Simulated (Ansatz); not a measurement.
Process, species as SMILES: [CH]=CF → [CH-]=CF (an electron is taken up)
B3LYP-D3(BJ)/def2-TZVP geometries, fixed; electronic energies without zero-point terms; positive where energy is released.

Basis-set convergence of the adiabatic electron affinity at PBE0 with Ansatz (a quantum-chemistry and plane-wave program). Cartesian d functions, on some or all atoms, in 6-31G*; all else is spherical. The program fits the integrals of some runs and decomposes those of others, by size. Open shells are unrestricted. No added dispersion term, no relativity. Functions are those of the species that has most. Reference: the value in aug-pcseg-3, 1.305 eV, itself unsure by roughly 0.010 eV (its mean distance from aug-cc-pVQZ, def2-QZVPPD). Deviations are taken from unrounded values.

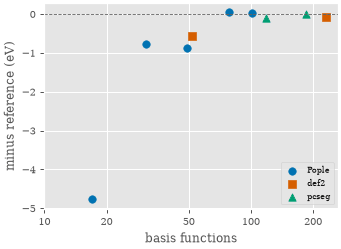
Deviation from the reference against the number of basis functions, by family of sets.

| basis | functions | adiabatic electron affinity (eV) | minus reference (eV) |
|---|---|---|---|
| STO-3G | 17 | -3.462 | -4.767 |
| 6-31G | 31 | 0.523 | -0.782 |
| 6-31G* | 49 | 0.435 | -0.870 |
| def2-SVP | 52 | 0.739 | -0.566 |
| 6-311+G** | 78 | 1.346 | 0.041 |
| 6-311++G(2d,2p) | 101 | 1.331 | 0.026 |
| pcseg-2 | 118 | 1.212 | -0.093 |
| aug-pcseg-2 | 184 | 1.309 | 0.005 |
| def2-QZVPP | 231 | 1.234 | -0.071 |
